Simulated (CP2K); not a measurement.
# SiH2S2 (SMILES [SiH2]1SS1): MNDOD

What is the energy difference between two shapes of SiH2S2 at MNDOD? 

The results are computed with CP2K 2026.2.

2 further runs of the same task are left out: 2 set aside as unsound or not needed.

## Step 1: The molecule

SiH2S2 has 5 atoms, charge 0, and is taken as a singlet. SMILES: `[SiH2]1SS1`. The shape is that of a GFN2-xTB optimisation.

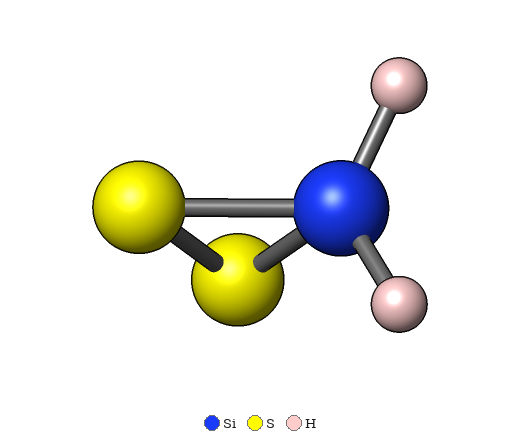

The structure, seen from a chosen angle (silicon blue, sulfur yellow, hydrogen pink).

## Step 2: A single-point energy at MNDOD

Input file calc.inp:

```
&GLOBAL
    PROJECT calc
    RUN_TYPE ENERGY
    PRINT_LEVEL MEDIUM
&END GLOBAL

&FORCE_EVAL
    METHOD Quickstep
    &DFT
        CHARGE 0
        MULTIPLICITY 1
        # Quickstep
        &QS
            METHOD MNDOD
            EPS_DEFAULT 1.0E-10
            &SE
                &COULOMB
                    CUTOFF [angstrom] 50
                    RC_RANGE [angstrom] 0
                &END COULOMB
                &EXCHANGE
                    CUTOFF [angstrom] 50
                    RC_RANGE [angstrom] 0
                &END EXCHANGE
            &END SE
        &END QS
        &POISSON
            PERIODIC NONE
            POISSON_SOLVER ANALYTIC
        &END POISSON
        &SCF
            SCF_GUESS ATOMIC
            EPS_SCF 1.0E-06
            MAX_SCF 150
            ADDED_MOS 8
            &DIAGONALIZATION
                ALGORITHM STANDARD
            &END DIAGONALIZATION
            &MIXING
                METHOD DIRECT_P_MIXING
                ALPHA 0.4
            &END MIXING
        &END SCF
        # extra output
        &PRINT
            &MOMENTS
                PERIODIC F
                REFERENCE COM
                MAX_MOMENT 1
            &END MOMENTS
            &MO ON
                ENERGIES T
                OCCUPATION_NUMBERS T
                NDIGITS 6
                &EACH
                    QS_SCF 0
                &END EACH
                ADD_LAST NUMERIC
            &END MO
            &HIRSHFELD OFF
            &END HIRSHFELD
        &END PRINT
    &END DFT
    # atoms, cell and kinds
    &SUBSYS
        &CELL
            ABC [angstrom] 14.4 14.8 14.7
            PERIODIC NONE
        &END CELL
        &COORD
            UNIT bohr
            Si    -0.5452616     0.5004562    -0.4416857
            S      3.2153690    -0.5467167     0.5114166
            S      0.1003823    -2.4880134     2.1658340
            H     -1.3640421    -0.2986901    -2.9186442
            H     -1.4064476     2.8329829     0.6830793
        &END COORD
        &TOPOLOGY
            &CENTER_COORDINATES
            &END CENTER_COORDINATES
        &END TOPOLOGY
    &END SUBSYS
&END FORCE_EVAL
```

The run is started by

```
$ OMP_NUM_THREADS=1 cp2k.psmp -i calc.inp -o calc.out
```

Standard output:

```text
CP2K| version string:                                       CP2K version 2026.2
[...]
 GLOBAL| Method name                                                        CP2K
[...]
 GLOBAL| Run type                                                         ENERGY
[...]
                             - Atoms:                                          5
[...]
                             - Spherical basis functions:                     29
[...]
 Number of electrons:                                                         18
[...]
     1 P_Mix/Diag. 0.40E+00    0.0     0.66062923       -15.3149655933 -1.53E+01
[...]
    18 DIIS/Diag.  0.15E-06    0.0     0.00000032       -18.0679069500 -3.12E-12
  *** SCF run converged in    18 steps ***
  Core-core repulsion energy [eV]:                            690.02995407058347
  Core Hamiltonian energy [eV]:                              -790.60317112194457
  Two-electron integral energy [eV]:                         -782.15906889937094
  Electronic energy [eV]:                                   -1181.68270557163009
  Total energy [eV]:                                         -491.65275150104662
  Atomic reference energy [eV]:                               491.95948033298095
  Heat of formation [kcal/mol]:                                 7.07333546066300
[...]
 SE_DIPOLE| Moment [Debye]          1.46637269      -1.34784162       1.18954021
 SE_DIPOLE| Derivative [a.u.]       0.00000000       0.00000000       0.00000000
 ENERGY| Total FORCE_EVAL ( QS ) energy [hartree]            -18.067906950002033
[...]
```

Run time: 0.4 s. Hardware: 1 thread of Arm Neoverse N1, shared host; peak memory 0.14 GiB.

## Step 3: The distorted shape, same level

Input file run.inp:

```
&GLOBAL
 PROJECT run
 RUN_TYPE ENERGY
 PRINT_LEVEL MEDIUM
&END GLOBAL

&FORCE_EVAL
 METHOD Quickstep
 &DFT
  &QS
   METHOD MNDOD
   EPS_DEFAULT 1.0E-10
   &SE
    &COULOMB
     CUTOFF [angstrom] 50
     RC_RANGE [angstrom] 0
    &END COULOMB
    &EXCHANGE
     CUTOFF [angstrom] 50
     RC_RANGE [angstrom] 0
    &END EXCHANGE
   &END SE
  &END QS
  # no periodic images
  &POISSON
   PERIODIC NONE
   POISSON_SOLVER ANALYTIC
  &END POISSON
  # self-consistent field
  &SCF
   SCF_GUESS ATOMIC
   EPS_SCF 1.0E-06
   MAX_SCF 150
   ADDED_MOS 8
   &DIAGONALIZATION
    ALGORITHM STANDARD
   &END DIAGONALIZATION
   &MIXING
    METHOD DIRECT_P_MIXING
    ALPHA 0.4
   &END MIXING
  &END SCF
  # extra output
  &PRINT
   &MOMENTS
    PERIODIC F
    REFERENCE COM
    MAX_MOMENT 1
   &END MOMENTS
   &MO ON
    ENERGIES T
    OCCUPATION_NUMBERS T
    NDIGITS 6
    &EACH
     QS_SCF 0
    &END EACH
    ADD_LAST NUMERIC
   &END MO
   &HIRSHFELD OFF
   &END HIRSHFELD
  &END PRINT
 &END DFT
 # structure
 &SUBSYS
  &CELL
   ABC 14.4 14.9 14.5
   PERIODIC NONE
  &END CELL
  &COORD
   UNIT bohr
   Si    -0.4145757     0.2585410     0.0336315
   S      3.0806504    -0.5661695     0.6871687
   S      0.0292171    -2.6673220     1.9438479
   H     -1.0835425    -0.1134705    -2.8344758
   H     -1.4278412     2.7491339     0.6238969
  &END COORD
  &TOPOLOGY
   &CENTER_COORDINATES
   &END CENTER_COORDINATES
  &END TOPOLOGY
 &END SUBSYS
&END FORCE_EVAL
```

The run is started by

```
$ OMP_NUM_THREADS=1 cp2k.psmp -i run.inp -o run.out
```

Standard output:

```text
CP2K| version string:                                       CP2K version 2026.2
[...]
 GLOBAL| Method name                                                        CP2K
[...]
 GLOBAL| Run type                                                         ENERGY
[...]
                             - Atoms:                                          5
[...]
                             - Spherical basis functions:                     29
[...]
 Number of electrons:                                                         18
[...]
     1 P_Mix/Diag. 0.40E+00    0.0     0.72988083       -15.0543960005 -1.51E+01
[...]
    18 DIIS/Diag.  0.86E-07    0.0     0.00000020       -18.0162743697 -7.96E-13
  *** SCF run converged in    18 steps ***
  Core-core repulsion energy [eV]:                            726.98851984607256
  Core Hamiltonian energy [eV]:                              -791.25391647957849
  Two-electron integral energy [eV]:                         -851.96472181321485
  Electronic energy [eV]:                                   -1217.23627738618598
  Total energy [eV]:                                         -490.24775754011330
  Atomic reference energy [eV]:                               491.95948033298095
  Heat of formation [kcal/mol]:                                39.47326846733634
[...]
 SE_DIPOLE| Moment [Debye]          0.43813958       0.06271149      -0.69295413
 SE_DIPOLE| Derivative [a.u.]       0.00000000       0.00000000       0.00000000
 ENERGY| Total FORCE_EVAL ( QS ) energy [hartree]            -18.016274369742987
[...]
```

Wall time 0.4 s (1 thread of Arm Neoverse N1, shared host); peak memory 0.14 GiB.

## Step 4: Outcome

At MNDOD:

```
                              quantity          value
             first shape: total energy   -18.06791 Eh
            first shape: dipole moment         2.32 D
              first shape: HOMO energy       -9.29 eV
              first shape: LUMO energy       -0.65 eV
            first shape: HOMO–LUMO gap        8.64 eV
        first shape: heat of formation   7.1 kcal/mol
         distorted shape: total energy   -18.01627 Eh
        distorted shape: dipole moment         0.82 D
          distorted shape: HOMO energy       -9.93 eV
          distorted shape: LUMO energy       -0.93 eV
        distorted shape: HOMO–LUMO gap        8.99 eV
    distorted shape: heat of formation  39.5 kcal/mol
energy change with the atoms displaced       1.405 eV
```

What this shows: With the atoms displaced the energy rises by 1.40 eV (136 kJ/mol). The first shape isn't relaxed at this level, so the change isn't measured from a minimum.
